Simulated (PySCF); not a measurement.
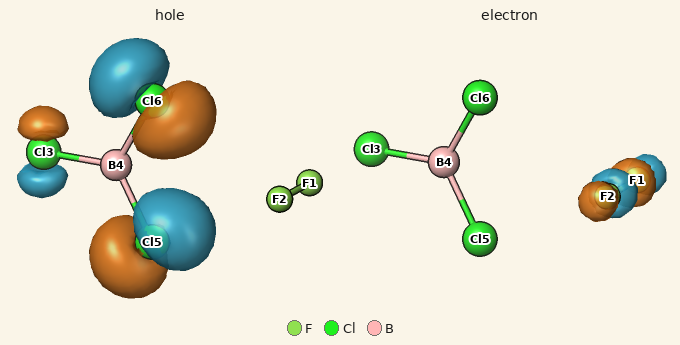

Figure. BCl3F2, SMILES `FF.ClB(Cl)Cl`. Leading natural transition orbital pair of S₄ (TDA singlet states); the surfaces enclose about 70 % of each orbital's density.

PySCF calculation, ωB97X/def2-SVP, gas phase; geometry: GFN2-xTB. The pair's geometry is semi-empirical, so its contact may be too short or too long. GFN2-xTB bond lengths at metals and heavier atoms can be off by up to 0.1 Å and shapes distorted, which carries into these values. Without diffuse functions Rydberg states are missing, so the states' numbers hold for this basis only.

Give its energy, strength and character.

Answer. 6.79 eV (182 nm), f = 0.000 (dark), charge transfer; the leading pair carries 100 %; hole on Cl5 and Cl6 (44 % each) and Cl3 (8 %), electron on F1 and F2 (50 % each); their centroids lie 3.4 Å apart. In canonical orbitals it is mainly HOMO → LUMO (88 %). The HOMO–LUMO gap is 10.55 eV.

Cost of the run: 2.7 min on 1 thread of Arm Neoverse V2, with other jobs on the host, peak memory 0.56 GiB.
